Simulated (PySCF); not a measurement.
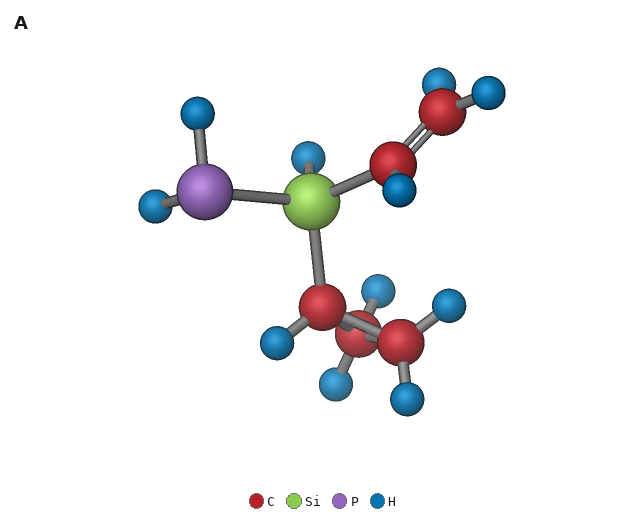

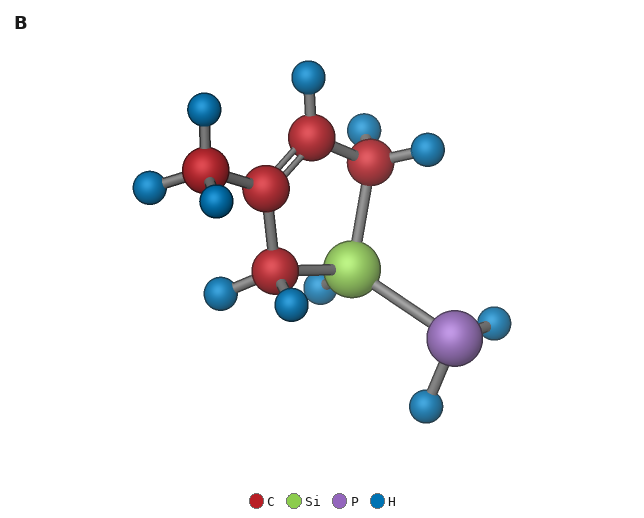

2 stationary structures of one formula. Geometries: GFN2-xTB. Electronic energies: CAM-B3LYP/def2-SVPD (PySCF 2.14.0), without zero-point energy. No frequency run is at hand to confirm each as a minimum. Each is one conformer, not always the lowest.

**Are they conformers, stereoisomers or constitutional isomers?**

They are constitutional isomers of C5H11PSi: A `C=C[Si@H](P)C1CC1`, B `CC1=CC[Si@@H](P)C1`.

**Which is lowest in energy, and by how much?**

B is lowest; A lies 29.6 kcal/mol above it.

The geometry is semi-empirical. Around P, Si such bond lengths and angles can be off by a tenth of an ångström or more and by several degrees, and values that hang on the shape move with them.
